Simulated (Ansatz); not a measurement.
Consider H3SSi (SMILES [SiH2]S) (doublet).

Input file:

```
crystal:
  periodic: [false, false, false]
  atoms:
    - {symbol: S, position_ang: [-1.255770, 1.206366, -0.742254]}
    - {symbol: Si, position_ang: [-0.683063, -0.538997, -1.882244]}
    - {symbol: H, position_ang: [-0.839547, -1.786716, -1.071368]}
    - {symbol: H, position_ang: [0.757343, -0.318675, -2.195244]}
    - {symbol: H, position_ang: [-2.485172, 0.766751, -0.393531]}
basis:
  gaussian: {orbitals: def2-TZVPD}
hamiltonian: {xc: pbe0}
output: {forces: true, orbitals: {seedname: orbitals}}
magnetization: {spin_polarized: true, initial_magnetization: 1}
```

Run with:

```sh
ansatz run input.yaml --threads 1 --pin off --max-ram 2610MiB --events-out events.jsonl --progress --plain --runs-dir runs
```

Geometry: B3LYP/6-31G*.

Method: Ansatz, isolated molecule in a Gaussian basis; Kohn-Sham density functional theory, functional PBE0.

Question: What can the converged electron density, electron localisation function and spin density tell about the bonding?

Answer: Si–S (2.16 Å): ρ is about 0.79 e/Å³ halfway; the ELF peaks at about 0.90 between the atoms; a shared electron pair.
S–H (1.35 Å): ρ at the midpoint is about 1.5 e/Å³; the ELF climbs to about 1 towards the hydrogen, as it does in any bond to H.
Si–H (1.49 Å): the density is about 0.79 e/Å³ at the midpoint; the ELF climbs to about 1 towards the hydrogen.
The unpaired spin (1 electron) lies mostly on Si2 (about 0.7) and S1 (about 0.1), in electrons by Hirshfeld's partition.

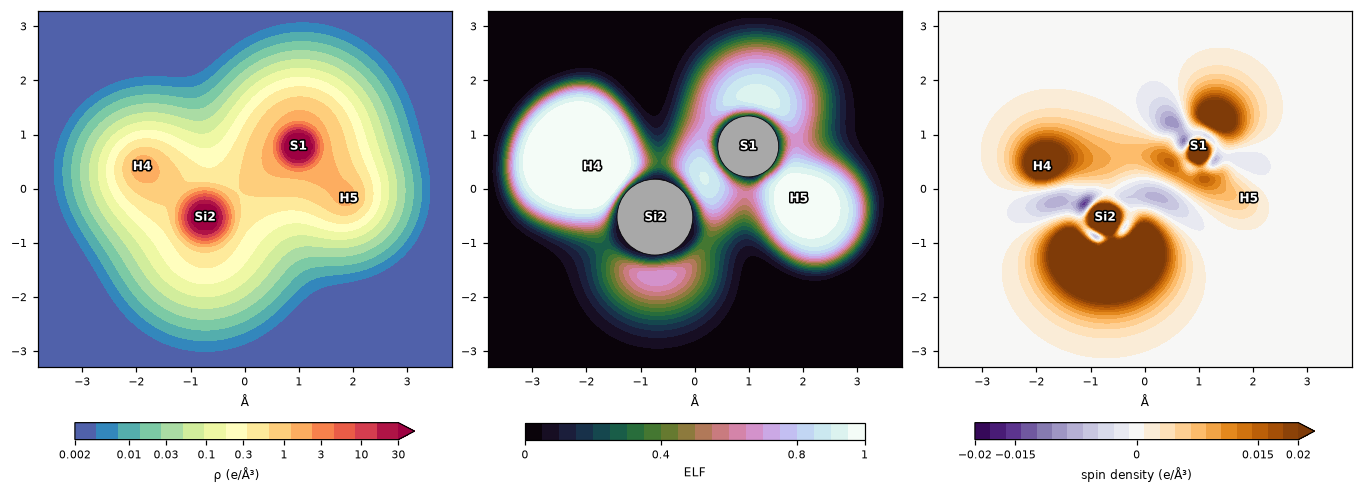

Computed electron density, electron localisation function and spin density on the plane of atoms S1, Si2 and H4, in this order. Grey discs cover the atomic cores in the ELF map. 
